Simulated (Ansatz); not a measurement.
## Electronic structure of C2H9InN2 in real space

Input

```
crystal:
  periodic: [false, false, false]
  atoms:
    - { symbol: In, position_ang: [1.1644, -0.4384, 0.0029] }
    - { symbol: "N", position_ang: [-0.605, 1.276, 0.3564] }
    - { symbol: C, position_ang: [-1.9849, 0.8594, 0.4518] }
    - { symbol: "N", position_ang: [1.1299, 0.1934, 1.9536] }
    - { symbol: H, position_ang: [0.1508, 0.9458, 1.4222] }
    - { symbol: C, position_ang: [1.4416, -1.8679, -1.7679] }
    - { symbol: H, position_ang: [-0.5567, 2.2546, 0.091] }
    - { symbol: H, position_ang: [-2.0054, -0.1796, 0.7938] }
    - { symbol: H, position_ang: [-2.5058, 0.9112, -0.515] }
    - { symbol: H, position_ang: [-2.5503, 1.4655, 1.1702] }
    - { symbol: H, position_ang: [1.8932, 0.8429, 2.1419] }
    - { symbol: H, position_ang: [0.5621, -2.5037, -1.8138] }
    - { symbol: H, position_ang: [2.3347, -2.468, -1.6033] }
    - { symbol: H, position_ang: [1.5315, -1.2913, -2.6839] }
basis:
  gaussian: { orbitals: def2-SVP }
hamiltonian:
  xc: pbe0
  dispersion: d4
relax:
  f_tol: 0.15
  max_steps: 25
  restrain:
    - { distance: [4, 1], at: 2.32, k: 30.0 }
    - { distance: [0, 1], at: 2.13, k: 30.0 }
    - { distance: [4, 3], at: 1.02, k: 30.0 }
output:
  orbitals: {}
```

Command:

```sh
ansatz run input.yaml --threads 4 --pin off --max-ram 5120MiB --backend cpu --events-out ev --progress --plain --runs-dir out
```

The fields are those of the run's last geometry, not of the input's.

Core potentials replace the inner electrons of In; not at a stationary point (largest force 0.7 eV/Å).

Method: Ansatz 0.2.0, RKS PBE0-D4/def2-SVP.

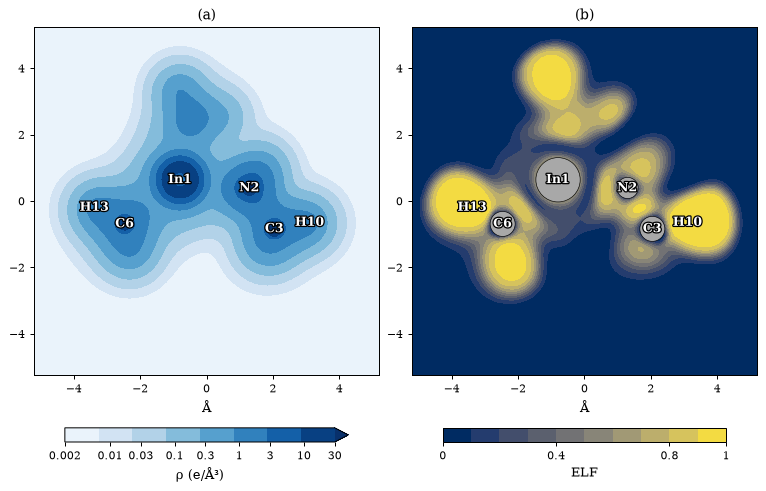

Figure 1. (a) electron density; (b) ELF on the plane of atoms In1, N2 and C3. Grey discs cover the atomic cores in the ELF map.

What does the map show?

Answer. Atoms in the plane: In, N, C and H.
C–N (1.44 Å): ρ at the midpoint is about 2 e/Å³; the ELF peaks at about 0.90 between the atoms; localised, covalent bonding.
C–In (2.14 Å): ρ is about 0.67 e/Å³ halfway; the ELF peaks at about 0.90 in the valence shell of C, 0.7 Å from its nucleus, and drops to about 0.20 between the two atoms.
In–N (2.11 Å): ρ at the midpoint is about 0.61 e/Å³; the ELF peaks at about 0.85 in the valence shell of N, 0.7 Å from its nucleus, and drops to about 0.15 between the two atoms.
C–H (1.10 Å): the density is about 1.9 e/Å³ at the midpoint; the ELF climbs to about 1 towards the hydrogen, as it does in any bond to H; a covalent bond by its length.

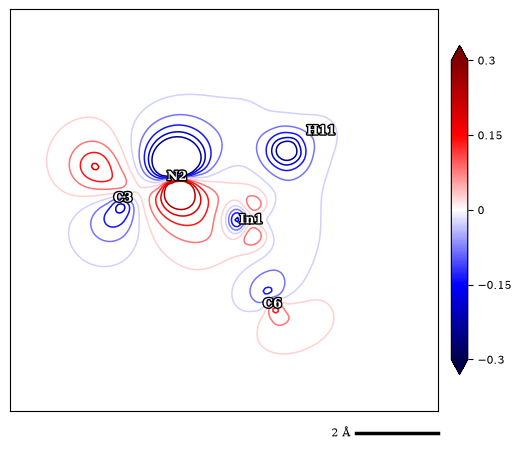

Figure 2. The HOMO on the plane of atoms N2, In1 and C6 (values in Å⁻³ᐟ²; the overall sign is arbitrary).

Describe this orbital and give its energy.

Answer. Its weight (Hirshfeld) is mainly on N2 (about 55 %), N4 (about 10 %), C3 (about 10 %) and In1 (about 10 %). Its energy is −5.58 eV.
